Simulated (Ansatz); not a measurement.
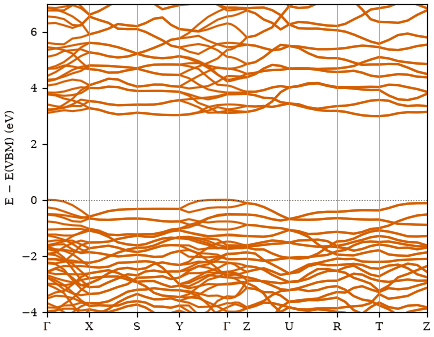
Figure: Band structure from the program Ansatz at the r²SCAN level (PAW)

The gap is 2.98 eV; an edge lies off the plotted path or next to a special point (maximum at Γ, minimum off the standard path).

The material is NbSbO4 in space group Pna2_1 (No. 33; Pearson symbol oP24).

The workflow started from a Materials Project entry (that database holds measured and hypothetical structures alike); the Crystallography Open Database files this formula in space group No. 33, but the cells were not matched. Whether it is the stable phase at ambient conditions was not checked. The r²SCAN relaxation kept the symmetry of its start; whether a distortion lowers the energy is not shown. The run is not spin-polarised. Spin–orbit coupling is left out wherever it is not named.

Potentials: the earlier of the program's two PAW sets.
